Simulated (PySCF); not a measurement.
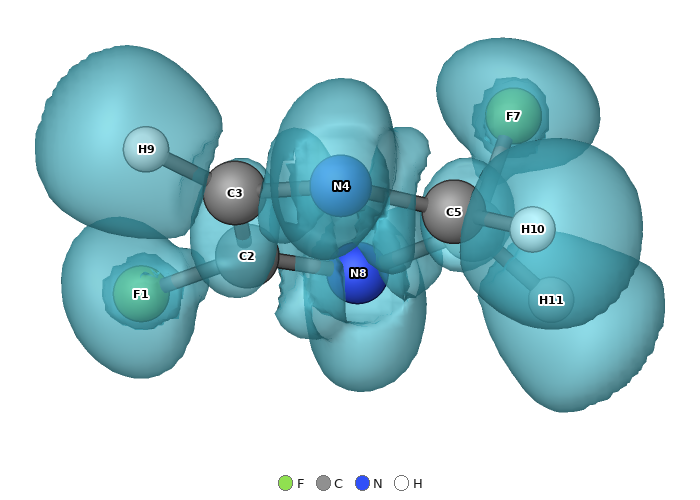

*C$_{4}$H$_{3}$F$_{2}$N$_{2}$ (SMILES FC1=CN=C[C@H](F)[N]1) (doublet). Isosurface of the electron localisation function at 0.75 (cyan), seen from one side. Only the valence region is drawn (cores and ρ < 0.01 e/Å³ removed).*

Geometry: GFN2-xTB.

The calculation used UKS B3LYP, pcH-1 on C F H N, non-relativistic, mean-field spin-orbit, GIAO (PySCF 2.14.0, density-fitted response routines).

```json
{"atom": "F", "x (Å)": "2.3018", "y (Å)": "-1.1585", "z (Å)": "-0.8397"}
{"atom": "C", "x (Å)": "1.1997", "y (Å)": "-0.5652", "z (Å)": "-0.4013"}
{"atom": "C", "x (Å)": "1.3122", "y (Å)": "0.5985", "z (Å)": "0.4089"}
{"atom": "N", "x (Å)": "0.2211", "y (Å)": "1.3195", "z (Å)": "0.5460"}
{"atom": "C", "x (Å)": "-0.9387", "y (Å)": "0.9076", "z (Å)": "0.1921"}
{"atom": "C", "x (Å)": "-1.1311", "y (Å)": "-0.5409", "z (Å)": "-0.1867"}
{"atom": "F", "x (Å)": "-1.5833", "y (Å)": "-1.3149", "z (Å)": "0.8815"}
{"atom": "N", "x (Å)": "0.0681", "y (Å)": "-1.0975", "z (Å)": "-0.6767"}
{"atom": "H", "x (Å)": "2.2155", "y (Å)": "0.8740", "z (Å)": "0.9233"}
{"atom": "H", "x (Å)": "-1.7423", "y (Å)": "1.6151", "z (Å)": "0.0772"}
{"atom": "H", "x (Å)": "-1.9178", "y (Å)": "-0.6349", "z (Å)": "-0.9506"}
```

Question: Identify the bonds, lone pairs and shells in this picture.

Answer: The ELF exceeds this value in two regions between bonded C–C atoms (shared pairs), three regions around hydrogen nuclei, two regions on F in which the atom's valence shell and bonds are merged and two regions on N in which the atom's valence shell and bonds are merged.

Values along the shortest contacts:
C–N (1.28 Å): the ELF peaks at about 0.90 between the atoms; localised, covalent bonding. C–F (1.33 Å): the ELF peaks at about 0.85 between the atoms, as expected for a shared but strongly polarised pair.
